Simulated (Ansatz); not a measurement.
RhSb3 (space group Im-3)

```yaml
crystal:
  lattice:
    - [-4.62387, 4.62387, 4.62387]
    - [4.62387, -4.62387, 4.62387]
    - [4.62387, 4.62387, -4.62387]
  atoms:
    - { symbol: Sb, position: [0.15505, 0.33959, 0.49465] }
    - { symbol: Sb, position: [0.84495, 0.66041, 0.50535] }
    - { symbol: Sb, position: [0.84495, 0.33959, 0.18454] }
    - { symbol: Sb, position: [0.15505, 0.66041, 0.81546] }
    - { symbol: Sb, position: [0.49465, 0.15505, 0.33959] }
    - { symbol: Sb, position: [0.50535, 0.84495, 0.66041] }
    - { symbol: Sb, position: [0.18454, 0.84495, 0.33959] }
    - { symbol: Sb, position: [0.81546, 0.15505, 0.66041] }
    - { symbol: Sb, position: [0.33959, 0.49465, 0.15505] }
    - { symbol: Sb, position: [0.66041, 0.50535, 0.84495] }
    - { symbol: Sb, position: [0.33959, 0.18454, 0.84495] }
    - { symbol: Sb, position: [0.66041, 0.81546, 0.15505] }
    - { symbol: Rh, position: [0.50000, 0.50000, 0.50000] }
    - { symbol: Rh, position: [0.00000, 0.00000, 0.50000] }
    - { symbol: Rh, position: [0.50000, 0.00000, 0.00000] }
    - { symbol: Rh, position: [0.00000, 0.50000, 0.00000] }
```

The volume is varied about the relaxed value V₀ at fixed cell shape. The atoms relax within the cell's symmetry.

Calculation: PBEsol (plane waves to 420 eV, PAW, scalar-relativistic; Ansatz, a first-principles code). k mesh 6×6×6 (Γ-centred), Fermi-Dirac smearing 0.05 eV. E stands for the smeared free energy. Stress and pressure are positive under compression. At this level the bands of RhSb3 touch or barely overlap; measurements give the solid a gap. RhSb3 is run without spin polarisation. RhSb3 was relaxed with its symmetry unable to fall. Spin-orbit coupling is left out, though Sb is heavy. The zero of ΔE is the relaxed starting cell.

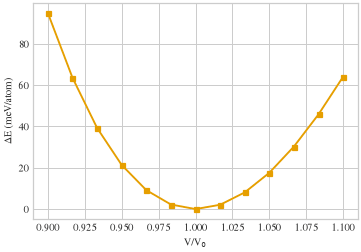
*ΔE (meV/atom) against V/V₀; computed points joined by lines.*

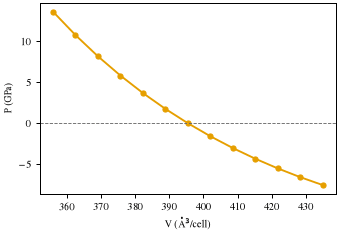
*P (GPa) against V (Å³/cell); markers are the computed points, lines only join them.*

The energy cost of the largest expansion comes out as 64 meV/atom. The pressure derivative B₀′ (fit) is 4.9 and the bulk modulus B₀ (third-order Birch-Murnaghan fit) is 100 GPa. The pressure at the smallest volume comes out as 13.6 GPa and the pressure for 5 % compression (fit) is 5.8 GPa.

P = (3B₀/2)(x⁷ − x⁵)[1 + ¾(B₀′ − 4)(x² − 1)] with x = (1/0.95)^(1/3), B₀ = 100 GPa and B₀′ = 4.88.

(Under strain, the slope of the energy per volume gives the stress and its curvature an elastic modulus.)
